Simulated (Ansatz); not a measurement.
The calculation's input:

```
crystal:
  periodic: [false, false, false]
  atoms:
    - {symbol: N, position_ang: [-1.740253, -1.722907, 0.882895]}
    - {symbol: N, position_ang: [-1.602007, -1.906354, 2.001107]}
    - {symbol: Si, position_ang: [-1.075581, -2.090500, 3.755538]}
    - {symbol: H, position_ang: [-2.496027, -2.621693, 4.025496]}
basis:
  gaussian:
    orbitals: def2-TZVPD
hamiltonian:
  xc: pbe0
output: {forces: true, orbitals: {seedname: orbitals}}
magnetization:
  spin_polarized: true
  initial_magnetization: 1
```

Launched as:

```sh
ansatz run input.yaml --threads 1 --pin off --max-ram 2610MiB --events-out events.jsonl --progress --plain --runs-dir runs
```

Geometry: PBE-D3(BJ)/def2-SVP.

Level of theory: isolated molecule in a Gaussian basis; Kohn-Sham density functional theory, functional PBE0 (Ansatz 0.2.0).

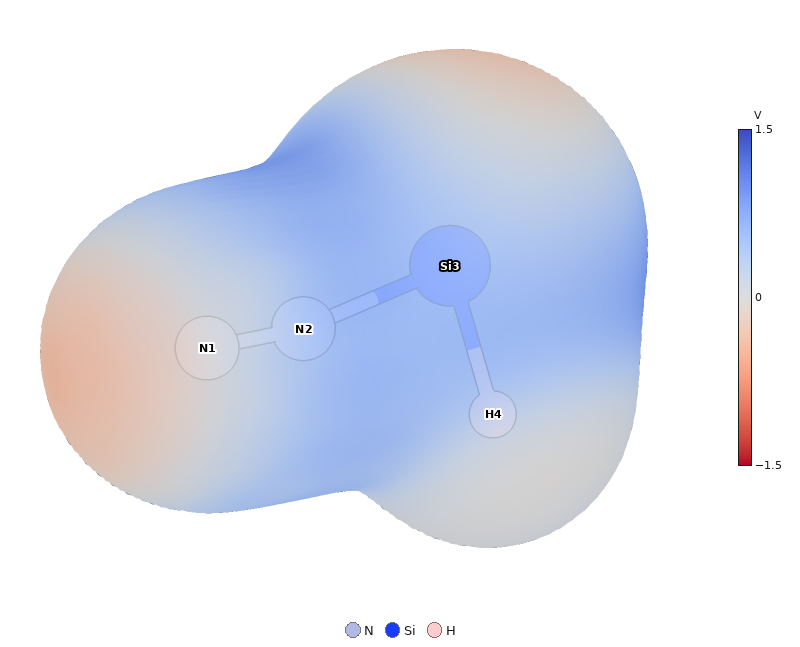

HN₂Si (doublet). The electrostatic potential painted on the density surface at 0.002 e/bohr³, seen at a tilt; the colour scale runs from red (negative) to blue (positive).

> Describe the electrostatic potential map.

The most negative region (about −0.4 V, or −9 kcal/mol for a unit charge) lies over N1, the most positive (about +1.1 V, or +25 kcal/mol for a unit charge) over Si3.

> What dipole moment does the calculation give?

Its dipole moment is 0.24 D.
